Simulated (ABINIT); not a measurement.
# Quasiparticle gap of CdSe (F-43m) in ABINIT

Wanted: ground state, empty states, screening and self-energy for CdSe (F-43m).

Method: LDA and many-body steps on it, plane waves, in ABINIT 10.8.3.

**The experiments to reproduce.**

- Gap 1.69 ± 0.02 eV: direct gap from (alpha E)^2 extrapolation; spectroscopic ellipsometry; 300 K; film (fully relaxed MBE film, 304 nm) on GaAs(100) (“Band gap bowing of binary alloys: Experimental results compared to theoretical tight-binding supercell calculations for CdZnSe”, 2010, arxiv:1007.2297).

This is a report of a sequence of runs, with most program output left out.

### Step 1. The starting structure

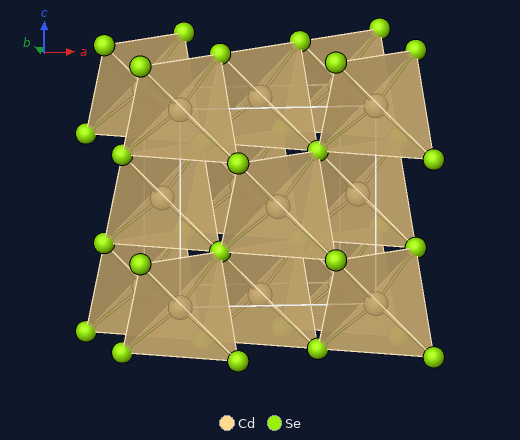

The cell as given, slightly off an axis (cadmium orange, selenium green). This picture shows the conventional cell, with its axes. Some periodic images of atoms are drawn too.

The cell and positions are those that the Materials Project relaxed with its own functionals (PBE, PBE+U or r2SCAN), kept fixed.

### Step 2. Ground state

This step: ABINIT 10.8.3; DFT, LDA, plane waves, norm-conserving pseudopotentials.

The ground-state density comes first.

run.abi

```
acell 3*1.0 Angstrom
rprim 
  -0.000000000000 3.070271198600 3.070271198600
  3.070271198600 -0.000000000000 3.070271198600
  3.070271198600 3.070271198600 -0.000000000000
ntypat 2
znucl 48 34
natom 2
typat 1 2
xred 
  0.000000000000 0.000000000000 0.000000000000
  0.750000000000 0.750000000000 0.750000000000
pp_dirpath "pseudos"
pseudos "Cd.upf, Se.upf"
ecut 48
ngkpt 6 6 6
nshiftk 1
shiftk 0 0 0
kptopt 1
chksymbreak 0
nband 27
occopt 1
tolvrs 1e-10
nstep 60
prtwf 0
optforces 0
optstress 0
indata_prefix "in"
outdata_prefix "out"
tmpdata_prefix "tmp"
```

Started as:

```console
> OMP_NUM_THREADS=1 mpirun -n 4 abinit run.abi > log
```

The job ended after 46 s (4 MPI ranks of Arm Neoverse V1, shared host; peak memory 0.41 GiB; 3.1 min of CPU time).

This step gave:

```
total energy               : -14062.9267 eV
gap                        : 0.2672 eV
k of the valence top       : 0, 0, 0
k of the conduction bottom : 0, 0, 0
least direct gap           : 0.2672 eV
```

The gap is direct, at Γ.

### Step 3. Bands along the symmetry lines

The cheap functional maps the bands first; the places of the edges decide which points the dearer methods must see.

run.abi

```
acell 3*1.0 Angstrom
rprim 
  -0.000000000000 3.070271198600 3.070271198600
  3.070271198600 -0.000000000000 3.070271198600
  3.070271198600 3.070271198600 -0.000000000000
ntypat 2
znucl 48 34
natom 2
typat 1 2
xred 
  0.000000000000 0.000000000000 0.000000000000
  0.750000000000 0.750000000000 0.750000000000
pp_dirpath "pseudos"
pseudos "Cd.upf, Se.upf"
ecut 48
iscf -2
irdden 1
kptopt 0
nkpt 50
kpt 
  0.00000000 0.00000000 0.00000000
  -0.06250000 -0.06250000 0.00000000
  -0.12500000 -0.12500000 0.00000000
  -0.18750000 -0.18750000 0.00000000
  -0.25000000 -0.25000000 0.00000000
  -0.31250000 -0.31250000 0.00000000
  -0.37500000 -0.37500000 0.00000000
  -0.43750000 -0.43750000 0.00000000
  -0.50000000 -0.50000000 0.00000000
  -0.48437500 -0.48437500 0.03125000
  -0.46875000 -0.46875000 0.06250000
  -0.45312500 -0.45312500 0.09375000
  -0.43750000 -0.43750000 0.12500000
  -0.42187500 -0.42187500 0.15625000
  -0.40625000 -0.40625000 0.18750000
  -0.39062500 -0.39062500 0.21875000
  -0.37500000 -0.37500000 0.25000000
  -0.37500000 0.00000000 0.37500000
  -0.32812500 0.00000000 0.32812500
  -0.28125000 0.00000000 0.28125000
  -0.23437500 0.00000000 0.23437500
  -0.18750000 0.00000000 0.18750000
  -0.14062500 0.00000000 0.14062500
  -0.09375000 0.00000000 0.09375000
  -0.04687500 0.00000000 0.04687500
  0.00000000 0.00000000 0.00000000
  0.00000000 0.00000000 0.06250000
  0.00000000 0.00000000 0.12500000
  0.00000000 0.00000000 0.18750000
  0.00000000 0.00000000 0.25000000
  0.00000000 0.00000000 0.31250000
  0.00000000 0.00000000 0.37500000
  0.00000000 0.00000000 0.43750000
  0.00000000 0.00000000 0.50000000
  -0.06250000 -0.03125000 0.46875000
  -0.12500000 -0.06250000 0.43750000
  -0.18750000 -0.09375000 0.40625000
  -0.25000000 -0.12500000 0.37500000
  -0.31250000 -0.15625000 0.34375000
  -0.37500000 -0.18750000 0.31250000
  -0.43750000 -0.21875000 0.28125000
  -0.50000000 -0.25000000 0.25000000
  -0.50000000 -0.28125000 0.21875000
  -0.50000000 -0.31250000 0.18750000
  -0.50000000 -0.34375000 0.15625000
  -0.50000000 -0.37500000 0.12500000
  -0.50000000 -0.40625000 0.09375000
  -0.50000000 -0.43750000 0.06250000
  -0.50000000 -0.46875000 0.03125000
  -0.50000000 -0.50000000 0.00000000
istwfk *1
nband 32
nbdbuf 5
tolwfr 1e-07
nstep 50
prtwf 0
prtvol 0
indata_prefix "in"
outdata_prefix "out"
tmpdata_prefix "tmp"
```

Elapsed: 52 s, on 4 MPI ranks; peak memory 0.44 GiB.

This step gave:

```yaml
gap: 0.2672 eV
k_of_the_valence_top: 0, 0, 0
k_of_the_conduction_bottom: 0, 0, 0
least_direct_gap: 0.2672 eV
```

The gap is 0.267 eV, as in the run before at this level.

Electronic bands along the path, in eV, zero at the top of the highest filled band:

| point | band 19 | band 20 | band 21 | band 22 | band 23 | band 24 | band 25 | band 26 |
| --- | --- | --- | --- | --- | --- | --- | --- | --- |
| Γ | -7.48 | 0.00 | 0.00 | 0.00 | 0.27 | 5.80 | 5.80 | 5.80 |
| X | -7.16 | -4.04 | -1.79 | -1.79 | 2.99 | 3.57 | 8.72 | 9.85 |
| U | -7.07 | -3.97 | -2.45 | -1.46 | 3.53 | 4.94 | 7.98 | 8.37 |
| jump to K | -7.07 | -3.97 | -2.45 | -1.46 | 3.53 | 4.94 | 7.98 | 8.37 |
| Γ | -7.48 | 0.00 | 0.00 | 0.00 | 0.27 | 5.80 | 5.80 | 5.80 |
| L | -7.21 | -4.31 | -0.72 | -0.72 | 2.14 | 6.32 | 6.32 | 7.09 |
| W | -7.04 | -3.94 | -2.17 | -2.14 | 4.77 | 5.06 | 6.22 | 7.42 |
| X | -7.16 | -4.04 | -1.79 | -1.79 | 2.99 | 3.57 | 8.72 | 9.85 |

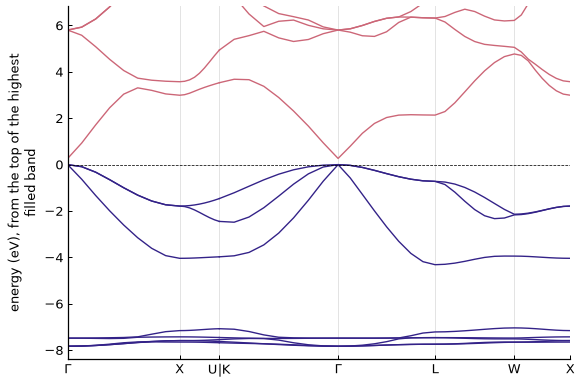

Electronic bands along the path; lines of filled and empty bands in two colours.

### Step 4. Empty states on the mesh, 4×4×4 mesh, 494 bands

The sums over transitions need many empty states on a uniform mesh; this step solves for them.

run.abi

```
acell 3*1.0 Angstrom
rprim 
  -0.000000000000 3.070271198600 3.070271198600
  3.070271198600 -0.000000000000 3.070271198600
  3.070271198600 3.070271198600 -0.000000000000
ntypat 2
znucl 48 34
natom 2
typat 1 2
xred 
  0.000000000000 0.000000000000 0.000000000000
  0.750000000000 0.750000000000 0.750000000000
pp_dirpath "pseudos"
pseudos "Cd.upf, Se.upf"
ecut 48
ngkpt 4 4 4
nshiftk 1
shiftk 0 0 0
kptopt 1
chksymbreak 0
iscf -2
irdden 1
istwfk *1
nband 494
nbdbuf 44
tolwfr 1e-09
nstep 60
prtvol 0
indata_prefix "in"
outdata_prefix "out"
tmpdata_prefix "tmp"
```

It took 12 min on 4 MPI ranks; peak memory 0.72 GiB; 46 min of CPU time.

Numbers from this step:

```yaml
gap: 0.2672 eV
k_of_the_valence_top: 0, 0, 0
k_of_the_conduction_bottom: 0, 0, 0
least_direct_gap: 0.2672 eV
k_points_computed: 8
lowest_point_of_the_top_converged_band_above_the_valence_top: 207.9935 eV
```

On this mesh the gap is 0.267 eV.

### Step 5. Screening, 4×4×4 mesh, 450 bands, screening to 274.8 eV

The RPA dielectric matrix is built and inverted for each q.

This step: RPA screening on LDA, plane waves, norm-conserving pseudopotentials.

run.abi: that of step 4 with these lines changed.

```diff
@@ -20,10 +20,11 @@
 chksymbreak 0
-iscf -2
-irdden 1
 istwfk *1
-nband 494
-nbdbuf 44
-tolwfr 1e-09
-nstep 60
-prtvol 0
+occopt 1
+irdwfk 1
+optdriver 3
+nband 450
+ecuteps 10.1
+inclvkb 2
+awtr 1
+symchi 1
 indata_prefix "in"
```

The job ended after 16 min (4 MPI ranks; peak memory 5 GiB).

This step gave:

```
ε∞ with local fields, on this mesh, along the program's q direction : 370.5
the same without local fields                                       : 388.2
plasma frequency                                                    : 32.37 eV
plane waves in the screening matrix                                 : 609
```

Local fields lower ε∞ by 5 %. The value itself is an artefact of the mesh, where one narrow direct gap carries too much weight.

### Step 6. Self-energy, 4×4×4 mesh, 450 bands, screening to 274.8 eV

The self-energy is evaluated for the states that the input lists, and the levels follow from it, in one-shot runs by the linearised quasiparticle equation.

This step: G0W0 on LDA, plane waves, norm-conserving pseudopotentials.

run.abi: that of step 5 with these lines changed.

```diff
@@ -23,8 +23,19 @@
 irdwfk 1
-optdriver 3
+optdriver 4
 nband 450
+gwcalctyp 0
+ecutsigx 48
+symsigma 1
+nkptgw 3
+kptgw 
+  0.0000000000 0.0000000000 0.0000000000
+  0.5000000000 0.0000000000 0.0000000000
+  0.5000000000 0.5000000000 0.0000000000
+bdgw 
+  20 26
+  21 25
+  21 24
 ecuteps 10.1
-inclvkb 2
-awtr 1
-symchi 1
+irdscr 1
+ppmodel 1
 indata_prefix "in"
```

Wall time 5.8 min (4 MPI ranks); peak memory 5 GiB; 23 min of CPU time.

Numbers from this step:

| Property | Result |
| --- | --- |
| G0W0 gap on the points computed | 1.088 eV |
| starting gap on the mesh | 0.2672 eV |
| k of the valence top | 0, 0, 0 |
| k of the conduction bottom | 0, 0, 0 |
| Z at the valence top | 0.79 |
| Z at the conduction bottom | 0.812 |
| least direct G0W0 gap on the computed points | 1.088 eV |

The gap on the mesh goes from 0.27 eV to 1.09 eV, a correction of +0.82 eV.

Limits: finite bands, cutoff and mesh; no spin-orbit coupling; coarse k mesh. v1 is the top filled band, c1 the lowest empty one. The levels before and after the correction (eV, zero at the valence-band top of each column):

|  | conduction bottom | valence top |
| --- | --- | --- |
| Kohn-Sham | 0.27 | 0.00 |
| G0W0 | 1.09 | 0.00 |

|  | level | energy (eV) |
| --- | --- | --- |
| Kohn-Sham | Γ v3-v1 | 0.000 |
| Kohn-Sham | Γ c1 | 0.267 |
| Kohn-Sham | Γ c2-c4 | 5.803 |
| G0W0 | Γ v3-v1 | 0.000 |
| G0W0 | Γ c1 | 1.088 |
| G0W0 | Γ c2-c4 | 6.652 |

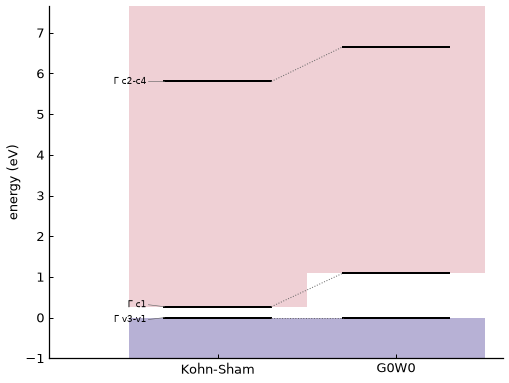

Levels before and after the correction. Shaded: valence and conduction bands.

### Step 7. Where the time went

Times are wall times on 4 MPI ranks of Arm Neoverse V1, shared host, good to a factor of about two.

| step | time | share | memory (GiB) |
| --- | --- | --- | --- |
| ground state | 46 s | 2 % | 0.41 |
| bands along the symmetry lines | 52 s | 2 % | 0.44 |
| empty states on the mesh | 12 min | 33 % | 0.72 |
| screening | 16 min | 46 % | 5 |
| self-energy | 5.8 min | 16 % | 5.0 |

### Step 8. Results

```yaml
lda_gap: 0.27 eV, direct
g0w0_gap_on_the_mesh: 1.09 eV
gw_settings: 4×4×4 mesh, 450 bands, screening to 274.8 eV, Godby-Needs plasmon pole
known_limits: not at the basis limit; screening runs away on this mesh; no spin-orbit coupling; coarse k mesh
```

What this shows: G0W0 moves the gap on the mesh from 0.27 eV to 1.09 eV (+0.82 eV), with Z of 0.79 and 0.81 at the edges. Local fields lower the RPA ε∞ on this mesh from 388.19 to 370.51. Only 3 of the mesh's irreducible points were corrected, so a valley elsewhere could overtake. Against experiment, by G0W0@LDA: the direct gap of 1.09 eV lies −0.60 eV from the measured 1.69 ± 0.02 eV (direct, 300 K, on GaAs(100), 2010). An exciton line or allowed optical edge lies below the quasiparticle gap by the binding energy; a forbidden edge can push the onset above it. The calculation has static nuclei and no excitons; a measured gap holds zero-point and thermal motion, which mostly lowers it. Against the values above the computed gap that would widen the miss. A likelier cause is too strong a screening: the start's gap is only 0.27 eV, the mesh is coarse, and one shot does not repair that. Bands and cutoff are finite, so the gap is not at the basis limit. The miss can reach some tenths of an eV and take either sign; the mesh is an error of its own. In the G0W0 run levels were corrected at 3 k points alone, so a gap called «on the mesh» is the least over those, and an edge elsewhere would be missed. The 4×4×4 mesh is coarse for this cell, which bears on the long-range parts of exchange and screening. On this mesh the RPA ε∞ passes 90, more than nearly any semiconductor shows; a coarse mesh does this where one point with a narrow direct gap carries much weight. The screening is then too strong, and the G0W0 gap should not be taken as the material's. The many-body steps are scalar-relativistic: spin-orbit coupling is not in them.

[Paths, hosts, dates, memory and timing lines, banners, echoed tables and standing remarks are left out of the program output.]

[Logs are printed without paths, hosts, clocks, repeated set-up lines and the standing remarks that a program may print on its own settings, such as how far it seeks lower states.]

[Runs of the session that timed out or met a known fault of the program may be left out.]

[No measured gap is set beside runs whose start may be inverted or whose files or cutoffs have a known fault.]

[Hosts, paths, dates, database ids (printed as entryN), source tags and the programs' standing remarks are cut or masked in the printed files.]

[G0W0 gaps are taken among the corrected bands and points alone; a level outside them can change the order at an edge.]

[Where Ansatz stands beside ABINIT at settings called matched, ABINIT's density can come from a denser mesh and the files from another edition; pairs whose starting gaps differed by over 0.03 eV were left out, so agreement reads better than it is.]
